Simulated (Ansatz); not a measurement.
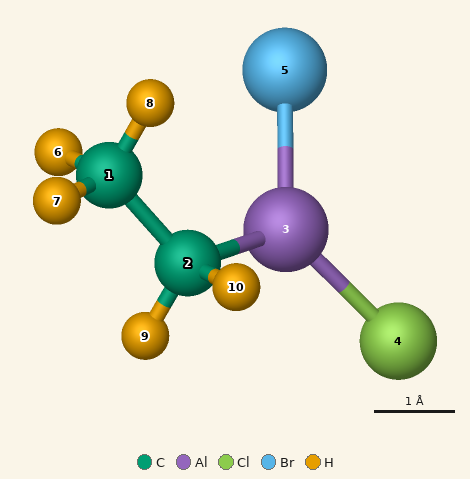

The structure as given in the input (ball-and-stick view, seen at a tilt; atoms are numbered from 1 in the order of the input). Sticks mark near contacts. Bond lengths as drawn: Al–Br 2.25 Å, Al–C 1.94 Å, Al–Cl 2.09 Å, C–C 1.53 Å and C–H 1.09 to 1.10 Å.

**C₂H₅AlBrCl: single-point calculation**

C₂H₅AlBrCl, SMILES C[CH2][Al]([Cl])[Br], computed with RKS LC-wPBE-D4/def2-TZVPP (Ansatz 0.2.0).

The geometry comes from this level: PBE0-D4/def2-TZVP.

**Output**
```
Warning: the engine holds no damping parameters fitted to this dispersion correction and functional, so the run takes those fitted to pbe0 (hamiltonian.dispersion, under Limitations)
Functional definition: LC-wPBE
  name "LC-wPBE"
  cite "Vydrov & Scuseria, J. Chem. Phys. 125, 234109 (2006) doi:10.1063/1.2409292"
  cite "Heyd & Scuseria, J. Chem. Phys. 120, 7274 (2004) doi:10.1063/1.1668634"
  cite "Ernzerhof & Perdew, J. Chem. Phys. 109, 3313 (1998) doi:10.1063/1.476928"
  cite "Perdew, Burke & Ernzerhof, Phys. Rev. Lett. 77, 3865 (1996) doi:10.1103/PhysRevLett.77.3865"
  parent pbe
  parameter omega = 0.4/bohr
  exchange = pbe_x_sr(omega) + exact_x_lr(omega)
  correlation = pbe_c
1594 factors; their error is unknown
462 factors; integrals over basis functions are off by at most 3.5e-5 eV
mean field evaluation 1: about -91306.5296 eV, gradient 4.2e1 eV
mean field evaluation 2: about -91308.5200 eV, gradient 3.0e1 eV
mean field evaluation 4: about -91310.5025 eV, gradient 9.2e-1 eV
mean field evaluation 8: about -91310.4605 eV, gradient 4.8e-1 eV
mean field evaluation 16: about -91310.4608 eV, gradient 7.7e-5 eV
mean field -91310.46078687 eV, -3355.5975414643 hartree, gradient 7.7e-5 eV, S^2 0.000000; 0 other end points of the search recorded, 0 dependent functions left out
reference -91310.46078688 eV, -3355.5975414645 hartree; 41, 41 occupied and 223, 223 virtual orbitals, 1594 factors
Total energy: -91310.67208599 eV, -3355.6053065637 hartree
```

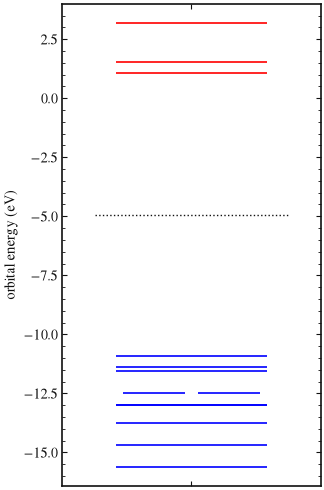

Orbital energies near the frontier; the dotted line parts filled from empty levels, and levels within 0.02 eV of each other stand side by side. Highest filled −10.93 eV, lowest empty 1.05 eV, 11.98 eV apart.

This output came from the following input.

**The input**
```yaml
crystal:
  periodic: [false, false, false]
  atoms:
    - {symbol: C, position_ang: [-0.425602, 0.112578, 1.294649]}
    - {symbol: C, position_ang: [0.354574, -0.579200, 0.179457]}
    - {symbol: Al, position_ang: [0.262254, 0.249464, -1.572749]}
    - {symbol: Cl, position_ang: [1.270676, -0.573784, -3.210703]}
    - {symbol: Br, position_ang: [-0.924613, 2.126542, -1.942563]}
    - {symbol: H, position_ang: [-1.492437, 0.169479, 1.066870]}
    - {symbol: H, position_ang: [-0.320837, -0.418902, 2.244518]}
    - {symbol: H, position_ang: [-0.082104, 1.137380, 1.452834]}
    - {symbol: H, position_ang: [0.022597, -1.617565, 0.054800]}
    - {symbol: H, position_ang: [1.418592, -0.657195, 0.435787]}
basis:
  gaussian: {orbitals: def2-TZVPP}
hamiltonian: {xc: {name: LC-wPBE}, dispersion: d4}
output: {orbitals: {seedname: orbitals}}
```

**Summary**

- outcome: converged
- total energy: −91310.6721 eV
- mean-field energy: −91310.4608 eV
- dispersion energy: −0.2113 eV
- SCF solution under orbital rotations: stable
- HOMO: −10.93 eV
- LUMO: 1.05 eV
- hardware: 4 CPU threads, shared host
- wall time: 6.5 s (CPU time 21 s)
- peak memory: 0.62 GiB

Warnings of the run: the dispersion correction has no parameters fitted for this combination and takes those fitted for PBE0.
